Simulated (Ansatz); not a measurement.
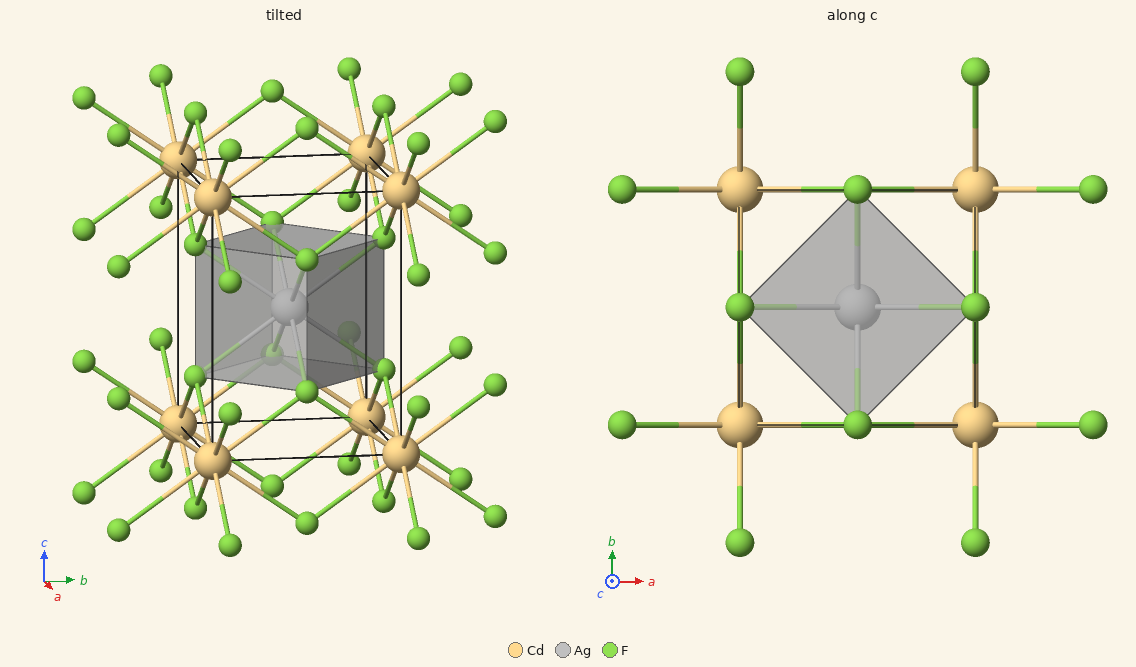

Polyhedral representation of a periodic structure, projected slightly off an axis and along the c axis. Atoms at the boundary of the conventional unit cell (the box) are drawn once for each face, edge or corner they touch. A few atoms beyond the faces are included.

CdAgF$_{4}$, space group P4/mmm (No. 123), a = 3.886 Å, b = 3.886 Å, c = 5.454 Å, α = 90.00°, β = 90.00°, γ = 90.00°. The structure comes from a structure type filled with these elements by a generator (whether the compound takes this form wasn't checked). Earlier steps of the study, as a rule a relaxation of our own, may have changed the cell and positions, so they can lie some per cent off the listed ones. Ansatz was used for an electronic-structure calculation on it.

This one geometry was computed with Ansatz (DFT, plane waves, PAW) at three levels of theory: PBEsol, PBE and r2SCAN.

Which level gives the highest pressure at this volume, and what does that say about its equilibrium volume?

Highest: PBE (0.0 GPa), which points to the largest equilibrium volume. Lowest, with the smallest volume: PBEsol (-5.2 GPa) and r2SCAN (-5.1 GPa). Levels within 0.5 GPa of each other can't be told apart.

How does the band gap change with the level of theory?

All levels give a metal.

Collect the results in a table.

| level | cutoff (eV) | k-mesh of the run's cell | gap (eV) | pressure (GPa) |
| --- | --- | --- | --- | --- |
| PBEsol | 420 | 10×10×8 | metal | -5.2 |
| PBE | 420 | 10×10×8 | metal | 0.0 |
| r2SCAN | 500 | 10×10×8 | metal | -5.1 |

Gaps are taken on the k-mesh or band path of each run.
